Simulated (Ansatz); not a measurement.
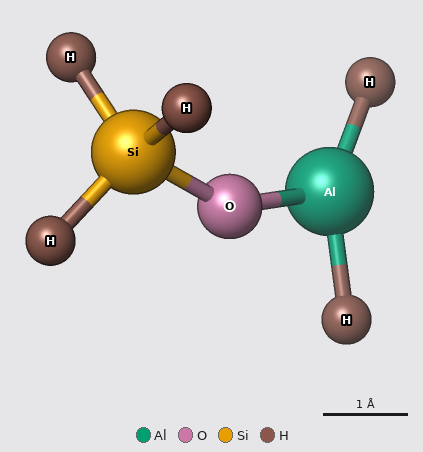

Starting structure of AlSiH₅O. Style: ball-and-stick. Shown from a free direction.

The run prepares an end point of a later path (reaction) calculation, from a guessed geometry.

All numbers below come from Ansatz 0.2.0, RKS BLYP-D4/def2-SVP.

Input file:
```yaml
crystal:
  periodic: [false, false, false]
  atoms:
    - { symbol: Al, position_ang: [0.443362, 0.083332, -0.395816] }
    - { symbol: O, position_ang: [0.497373, -0.173173, 1.326655] }
    - { symbol: Si, position_ang: [-0.267022, -0.482214, 2.781581] }
    - { symbol: H, position_ang: [-1.449861, -1.396906, 2.602802] }
    - { symbol: H, position_ang: [0.697715, -1.136149, 3.724826] }
    - { symbol: H, position_ang: [-0.756516, 0.795033, 3.407299] }
    - { symbol: H, position_ang: [1.984081, 0.204298, -0.345504] }
    - { symbol: H, position_ang: [-0.805331, 0.125079, -1.372544] }
basis:
  gaussian: { orbitals: def2-SVP }
hamiltonian:
  xc: blyp
  dispersion: d4
relax:
  f_tol: 0.03
  max_steps: 50
```

Launched with:
```bash
ansatz run input.yaml --threads 1 --pin off --max-ram 2048MiB --backend cpu --events-out ev --progress --plain --runs-dir out
```

### Where does the relaxation end?

The energy falls by 0.534 eV in 9 accepted moves (11 points after the start). The largest force component goes from 1.3 to 0.014 eV/Å. The line search rejected the trial steps at points 6, 8 of the run. The forces were under the threshold at step 5, but the run went on from there. The atom that moves furthest after the best rigid fit is H7 (0.37 Å). By element the largest moves are H 0.37 Å, O 0.36 Å, Al 0.14 Å, Si 0.12 Å. Among the contacts that change: Al1–H7 1.546 → 1.588 Å, Al1–O2 1.742 → 1.714 Å, O2–Si3 1.672 → 1.666 Å. Bond angles that change, for instance: O2–Al1–H7 87.0° → 117.8°, Al1–O2–Si3 150.8° → 177.4°, H7–Al1–H8 143.4° → 124.2°. The run took 25 s on 1 thread of Arm Neoverse V1, with other jobs on the host, peak memory 0.14 GiB.

History of the run:

```tsv
step	E − E(0), eV	largest force component, eV/Å	note
0	0.0000	1.3159	
1	-0.3275	0.8112	
2	-0.4913	0.4883	
3	-0.5035	1.1356	
4	-0.5293	0.1173	
5	-0.5323	0.0103	
6	-0.5303	0.1746	rejected
7	-0.5328	0.0757	
8	-0.5306	0.1398	rejected
9	-0.5336	0.0443	
10	-0.5343	0.0026	
11	-0.5345	0.0143
```

Final geometry:

```xyz
8

Al    0.5730    0.0879   -0.3404
O     0.1364   -0.2020    1.2911
Si   -0.3584   -0.5029    2.8528
H    -1.5631   -1.4012    2.8598
H     0.7411   -1.1717    3.6272
H    -0.7132    0.7876    3.5341
H     2.1060    0.3506   -0.6607
H    -0.5780    0.0711   -1.4346
```

After the run, drawn alike:

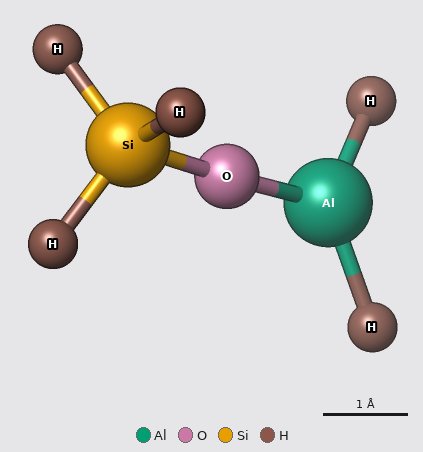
